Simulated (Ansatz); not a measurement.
## TaH2Cl2O2F2: geometry relaxation (part 1 of 2)

- system: TaH2Cl2O2F2, multiplicity 2
- method: UKS PBE/def2-SVP (Ansatz 0.2.0)

The input holds or restrains some coordinates. It belongs to a series of runs on one base structure; here: pulled along the bonds that form and break, towards end B. Figures and captions count atoms from 1; the log counts them from 0 in places.

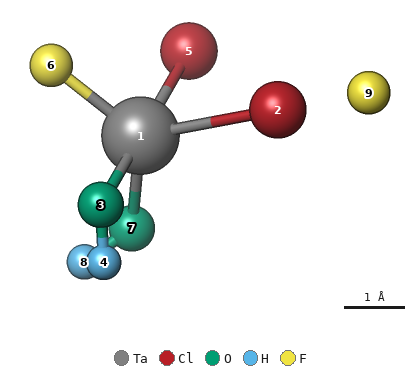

**Figure 1.** The structure as given in the input (ball-and-stick view, seen at a tilt; atoms are numbered from 1 in the order of the input). Sticks mark near contacts. Bond lengths as drawn: Cl–Ta 2.47 to 2.72 Å, F–Ta 1.93 Å, H–O 1.01 Å and O–Ta 2.02 Å.

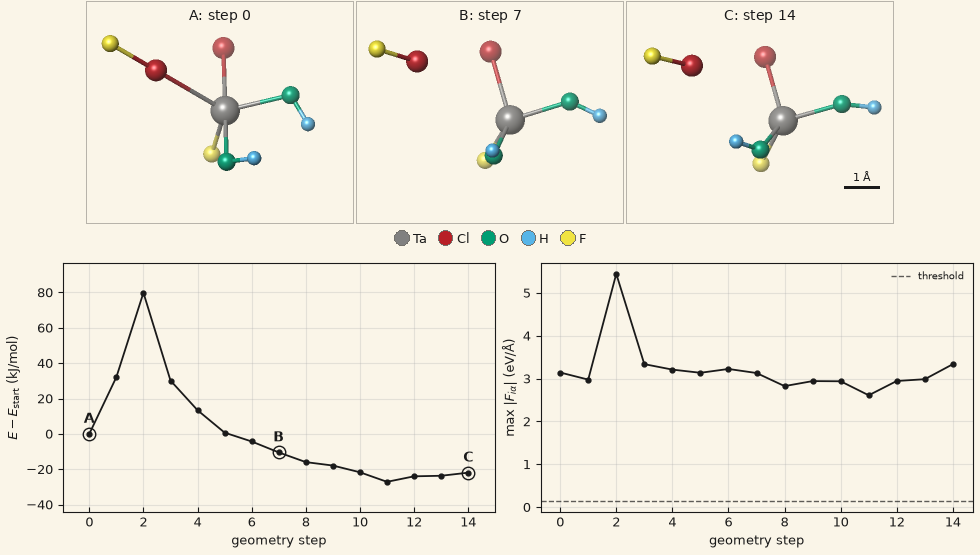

**Figure 2.** Frames of the restrained relaxation (ball-and-stick view, seen at an oblique angle) above the curves, on which the letters mark them (the first geometry is step 0 here and step 1 in the log).

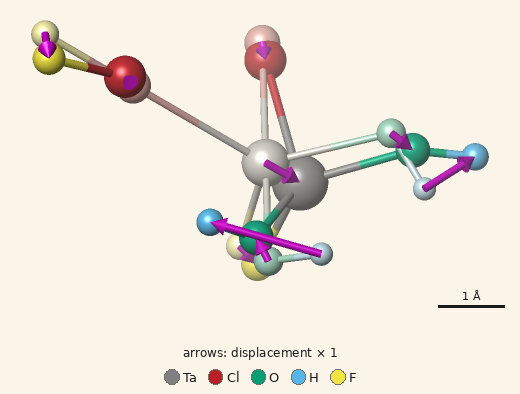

**Figure 3.** Start (faint) and end (solid) with the displacements as pink arrows, at true length (ball-and-stick view, seen at an oblique angle). The two geometries are laid on each other by the best rigid fit. The atom that moves furthest after the best rigid fit is H4 (1.77 Å). By element the largest moves are H 1.77 Å, Ta 0.65 Å, F 0.59 Å, O 0.43 Å, Cl 0.35 Å. Among the contacts that change: Ta1–Cl2 2.720 → 3.662 Å, Cl2–F9 1.800 → 1.606 Å, Ta1–Cl5 2.470 → 2.332 Å, Ta1–O3 2.020 → 1.895 Å. Bonds break: Ta1–Cl2 (2.72 → 3.66 Å). Among the angles that change: O3–Ta1–Cl5 180.0° → 137.1°, Ta1–O7–H8 109.5° → 144.0°, Ta1–O3–H4 109.5° → 132.8°. The energy falls by 21.9 kJ/mol in 14 geometry steps. Largest force component: 3.1 eV/Å at the start, 3.3 eV/Å at the end. (Atoms are counted from 1 in the order of the input.)

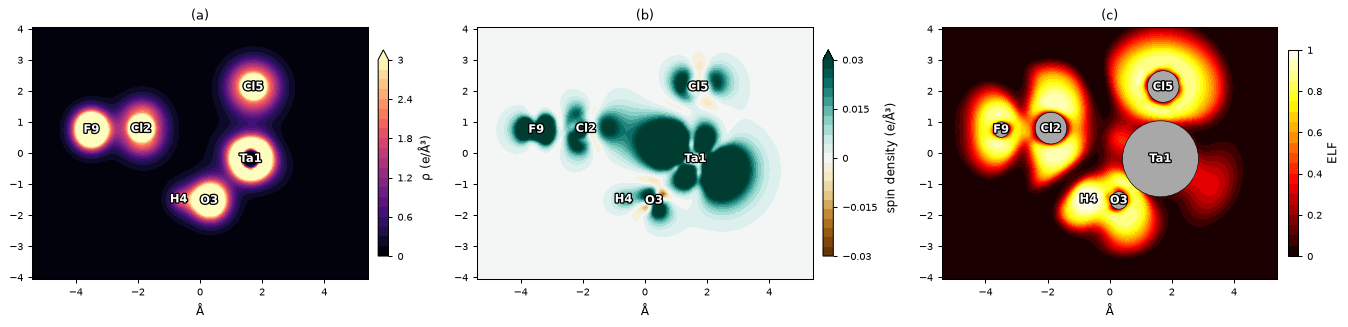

**Figure 4.** (a) total electron density; (b) spin density (α minus β); (c) ELF on the plane of atoms Ta1, O3 and H4. Grey discs, where drawn, cover atomic cores. Ta–O (1.89 Å): ρ is about 1 e/Å³ halfway; the ELF peaks at about 0.85 in the valence shell of O, 0.6 Å from its nucleus, and drops to about 0.25 between the two atoms. Ta–Cl (2.33 Å): ρ at the midpoint is about 0.62 e/Å³; the ELF peaks at about 0.85 in the valence shell of Cl, 0.8 Å from its nucleus, and is about 0.35 at the midpoint. O–H (0.98 Å): ρ at the midpoint is about 3.6 e/Å³, with its minimum of 2.2 e/Å³ about 0.8 Å from O; the ELF climbs to about 1 towards the hydrogen, as it does in any bond to H; a covalent bond by its length. The unpaired spin (1 electron) lies mostly on Ta1 (about 0.7) and Cl2 (about 0.1), in electrons by Hirshfeld's partition.

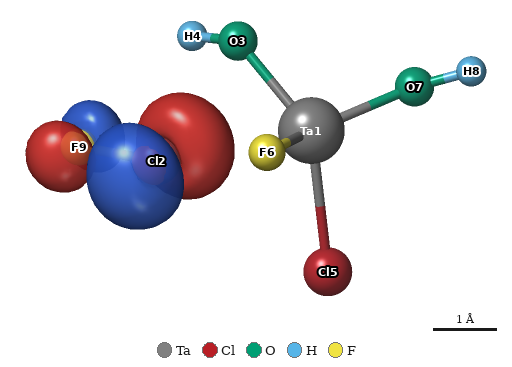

**Figure 5.** The HOMO (β) at ±0.2 Å⁻³ᐟ² (red and blue are the two phases), seen at a tilt. It lies mainly on Cl2 (70 %) and F9 (30 %); π-antibonding (π*) across Cl2–F9. Its energy is −7.04 eV.

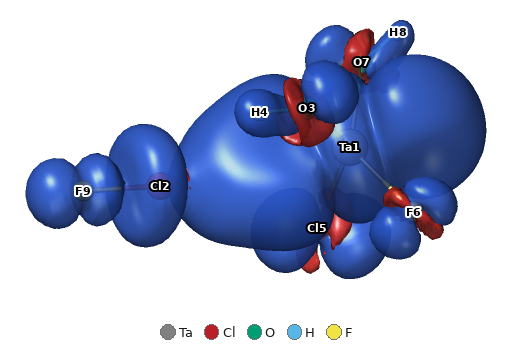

**Figure 6.** Isosurfaces of the spin density (α minus β) at +0.003 (blue) and −0.003 e/Å³ (red), seen at a tilt. The unpaired spin (1 electron) lies mostly on Ta1 (about 0.7) and Cl2 (about 0.1), in electrons by Hirshfeld's partition.

These pictures come from the run below.

**Input file**
```yaml
crystal:
  periodic: [false, false, false]
  atoms:
    - { symbol: Ta, position_ang: [0.0, 0.0, 0.0] }
    - { symbol: Cl, position_ang: [2.72, 0.0, 0.0] }
    - { symbol: O, position_ang: [0.0, 0.0, 2.02] }
    - { symbol: H, position_ang: [-0.2547, -0.9174, 2.3571] }
    - { symbol: Cl, position_ang: [0.0, 0.0, -2.47] }
    - { symbol: F, position_ang: [-0.965, 1.6714, 0.0] }
    - { symbol: O, position_ang: [-1.01, -1.7493, 0.0] }
    - { symbol: H, position_ang: [-1.6563, -1.7655, 0.776] }
    - { symbol: F, position_ang: [4.52, 0.0, 0.0] }
magnetization:
  spin_polarized: true
  initial_magnetization: 1
basis:
  gaussian: { orbitals: def2-SVP }
hamiltonian:
  xc: pbe
relax:
  f_tol: 0.15
  max_steps: 25
  restrain:
    - { distance: [1, 8], at: 1.5, k: 30.0 }
    - { distance: [0, 1], at: 3.67, k: 30.0 }
output:
  orbitals: {}
```

Launched with:
```bash
ansatz run input.yaml --threads 4 --pin off --max-ram 5120MiB --backend cpu --events-out ev --progress --plain --runs-dir out
```

**Output**
```
The last accepted step is kept in [file] (removed where the run ends without a failure and the disk answers)
Engine: ansatz 0.2.0, aarch64-unknown-linux-gnu
Functional definition: PBE
  parameter kappa = 0.804
  parameter beta = 0.06672455060314922
  exchange = pbe_x(kappa = kappa, mu = beta*pi^2/3)
  correlation = pbe_c(beta = beta)
1392 factors; their error is unknown
mean field evaluation 1: about -36109.1640 eV, gradient 6.7e1 eV
mean field evaluation 2: about -35526.0916 eV, gradient 2.8e2 eV
mean field evaluation 4: about -36120.1950 eV, gradient 3.9e1 eV
mean field evaluation 8: about -36126.8774 eV, gradient 2.5e0 eV
mean field evaluation 16: about -36126.8343 eV, gradient 1.2e-2 eV
mean field evaluation 32: about -36126.7020 eV, gradient 4.8e0 eV
mean field -36126.83429609 eV, -1327.6366727334 hartree, gradient 4.1e-5 eV, S^2 0.754322; 2 other end points of the search recorded, 0 dependent functions left out
the calculation of the forces begins
reference -36126.83435880 eV, -1327.6366750382 hartree; 42, 41 occupied and 92, 93 virtual orbitals, 1392 factors
relax step   1: F+E_penalty+E_count = -36126.83429609 eV  Δ(F+E_penalty+E_count) = +0.000e0 eV  max|allowed force component| = 3.142e0 eV/Å  E_restraint = 14.88750000 eV  max|allowed force component, restraints' pulls added| = 3.436e1 eV/Å  Δτ_max = 0.0000 Å  (79 SCF iters, accepted)
  distance Cl 1 - F 8 = 1.8000 Å
  distance Ta 0 - Cl 1 = 2.7200 Å
these checks for a lower state are left out or cut short: starts, cluster_reference, orbital_swaps, neighbouring_geometries, increment
1392 factors; their error is unknown
mean field -36126.50155194 eV, -1327.6244446114 hartree, gradient 2.5e-5 eV, S^2 0.753347; 0 other end points of the search recorded, 0 dependent functions left out
[... from here on the field's lines of each further geometry are left out, up to the last ...]
relax step   2: F+E_penalty+E_count = -36126.50155194 eV  Δ(F+E_penalty+E_count) = +3.327e-1 eV  max|allowed force component| = 2.977e0 eV/Å  E_restraint = 5.55079262 eV  max|allowed force component, restraints' pulls added| = 1.953e1 eV/Å  Δτ_max = 0.1949 Å  (46 SCF iters, accepted)
relax step   3: F+E_penalty+E_count = -36126.00701002 eV  Δ(F+E_penalty+E_count) = +4.945e-1 eV  max|allowed force component| = 5.445e0 eV/Å  E_restraint = 0.62607164 eV  max|allowed force component, restraints' pulls added| = 4.036e0 eV/Å  Δτ_max = 0.1946 Å  (47 SCF iters, accepted)
relax step   4: F+E_penalty+E_count = -36126.52171377 eV  Δ(F+E_penalty+E_count) = -5.147e-1 eV  max|allowed force component| = 3.337e0 eV/Å  E_restraint = 0.13971286 eV  max|allowed force component, restraints' pulls added| = 1.455e0 eV/Å  Δτ_max = 0.1919 Å  (40 SCF iters, accepted)
relax step   5: F+E_penalty+E_count = -36126.69575011 eV  Δ(F+E_penalty+E_count) = -1.740e-1 eV  max|allowed force component| = 3.210e0 eV/Å  E_restraint = 0.15082760 eV  max|allowed force component, restraints' pulls added| = 7.552e-1 eV/Å  Δτ_max = 0.1949 Å  (41 SCF iters, accepted)
relax step   6: F+E_penalty+E_count = -36126.82709145 eV  Δ(F+E_penalty+E_count) = -1.313e-1 eV  max|allowed force component| = 3.136e0 eV/Å  E_restraint = 0.16335984 eV  max|allowed force component, restraints' pulls added| = 5.733e-1 eV/Å  Δτ_max = 0.1986 Å  (41 SCF iters, accepted)
relax step   7: F+E_penalty+E_count = -36126.87893276 eV  Δ(F+E_penalty+E_count) = -5.184e-2 eV  max|allowed force component| = 3.225e0 eV/Å  E_restraint = 0.15792958 eV  max|allowed force component, restraints' pulls added| = 8.136e-1 eV/Å  Δτ_max = 0.1950 Å  (41 SCF iters, accepted)
relax step   8: F+E_penalty+E_count = -36126.94307031 eV  Δ(F+E_penalty+E_count) = -6.414e-2 eV  max|allowed force component| = 3.130e0 eV/Å  E_restraint = 0.16230815 eV  max|allowed force component, restraints' pulls added| = 2.468e-1 eV/Å  Δτ_max = 0.1999 Å  (41 SCF iters, accepted)
relax step   9: F+E_penalty+E_count = -36126.99988789 eV  Δ(F+E_penalty+E_count) = -5.682e-2 eV  max|allowed force component| = 2.825e0 eV/Å  E_restraint = 0.19613934 eV  max|allowed force component, restraints' pulls added| = 6.733e-1 eV/Å  Δτ_max = 0.1940 Å  (41 SCF iters, accepted)
relax step  10: F+E_penalty+E_count = -36127.02000658 eV  Δ(F+E_penalty+E_count) = -2.012e-2 eV  max|allowed force component| = 2.942e0 eV/Å  E_restraint = 0.19959695 eV  max|allowed force component, restraints' pulls added| = 1.044e0 eV/Å  Δτ_max = 0.1923 Å  (41 SCF iters, accepted)
relax step  11: F+E_penalty+E_count = -36127.05945956 eV  Δ(F+E_penalty+E_count) = -3.945e-2 eV  max|allowed force component| = 2.938e0 eV/Å  E_restraint = 0.21558997 eV  max|allowed force component, restraints' pulls added| = 9.235e-1 eV/Å  Δτ_max = 0.1538 Å  (42 SCF iters, accepted)
relax step  12: F+E_penalty+E_count = -36127.11547406 eV  Δ(F+E_penalty+E_count) = -5.601e-2 eV  max|allowed force component| = 2.611e0 eV/Å  E_restraint = 0.26781264 eV  max|allowed force component, restraints' pulls added| = 1.542e0 eV/Å  Δτ_max = 0.1948 Å  (40 SCF iters, accepted)
relax step  13: F+E_penalty+E_count = -36127.08314889 eV  Δ(F+E_penalty+E_count) = +3.233e-2 eV  max|allowed force component| = 2.944e0 eV/Å  E_restraint = 0.20970107 eV  max|allowed force component, restraints' pulls added| = 6.198e-1 eV/Å  Δτ_max = 0.1280 Å  (38 SCF iters, accepted)
relax step  14: F+E_penalty+E_count = -36127.07994266 eV  Δ(F+E_penalty+E_count) = +3.206e-3 eV  max|allowed force component| = 2.986e0 eV/Å  E_restraint = 0.20322944 eV  max|allowed force component, restraints' pulls added| = 5.129e-1 eV/Å  Δτ_max = 0.0221 Å  (36 SCF iters, accepted)
the calculation of the forces begins
reference -36127.06181153 eV, -1327.6450337715 hartree; 42, 41 occupied and 92, 93 virtual orbitals, 1392 factors
relax step  15: F+E_penalty+E_count = -36127.06174977 eV  Δ(F+E_penalty+E_count) = +1.819e-2 eV  max|allowed force component| = 3.337e0 eV/Å  E_restraint = 0.16951378 eV  max|allowed force component, restraints' pulls added| = 1.193e-1 eV/Å  Δτ_max = 0.1315 Å  (41 SCF iters, accepted)
  distance Cl 1 - F 8 = 1.6060 Å
  distance Ta 0 - Cl 1 = 3.6615 Å
1392 factors; their error is unknown
mean field evaluation 160: about -36127.0617 eV, gradient 5.3e-2 eV
mean field -36127.06174977 eV, -1327.6450315023 hartree, gradient 2.6e-5 eV, S^2 0.751984; 2 other end points of the search recorded, 0 dependent functions left out
the calculation of the forces begins
reference -36127.06181153 eV, -1327.6450337715 hartree; 42, 41 occupied and 92, 93 virtual orbitals, 1392 factors
Total energy: -36127.06181153 eV, -1327.6450337715 hartree
Atom 0 at    -0.637658    -0.057856     0.073336 Å, force     0.268986     0.056706     0.120967 eV/Å
Atom 1 at     3.021736    -0.180733     0.097638 Å, force    -3.336936    -0.050177    -0.942986 eV/Å
Atom 2 at     0.280154    -0.041330     1.730653 Å, force    -0.021366    -0.034476    -0.030842 eV/Å
Atom 3 at     1.229811    -0.046494     1.964382 Å, force     0.008916     0.017784    -0.047692 eV/Å
Atom 4 at    -0.080025     0.037185    -2.189265 Å, force    -0.015067    -0.027219    -0.003954 eV/Å
Atom 5 at    -1.313198     1.705456     0.154512 Å, force     0.000988    -0.006521    -0.020050 eV/Å
Atom 6 at    -1.427176    -1.774182     0.146043 Å, force     0.032383    -0.018233    -0.045990 eV/Å
Atom 7 at    -2.271878    -2.251334     0.122515 Å, force    -0.011337     0.007697     0.001896 eV/Å
Atom 8 at     4.552234    -0.151512     0.583286 Å, force     3.073435     0.054440     0.968651 eV/Å
Dipole moment:    -0.564370    -0.420693     0.245783 e Å
```
